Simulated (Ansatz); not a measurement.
The starting structures come from a database of crystals and need not be the phases stable at ambient conditions.

 Where the default PAW files enter, the runs use the earlier of Ansatz's two default sets.

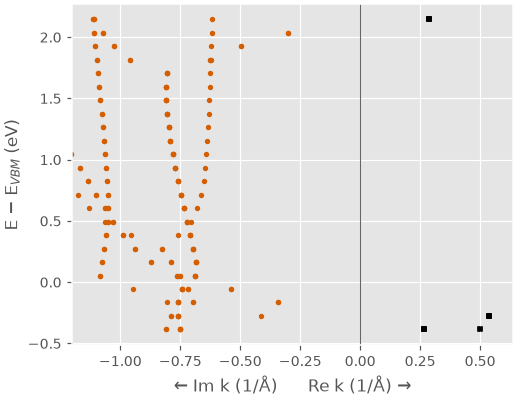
Figure: Complex bands at the centre of the two-dimensional zone; PBEsol (Ansatz, a program for electronic structure)

The gap is the functional's own, uncorrected, and κ follows it; spin-orbit coupling is left out. Mid-gap values are interpolated between the computed energies.

Q: This is MgPdF6 (R-3, not sure to be the ambient phase, 8 atoms a cell, 11.9 Å³ an atom) along the normal of (001). Read off the slowest decay at the centre of the two-dimensional zone at 0.94 eV, the computed energy nearest the middle of the gap.

A: κ ≈ 0.65 1/Å, a decay length 1/(2κ) of the density of 0.77 Å.
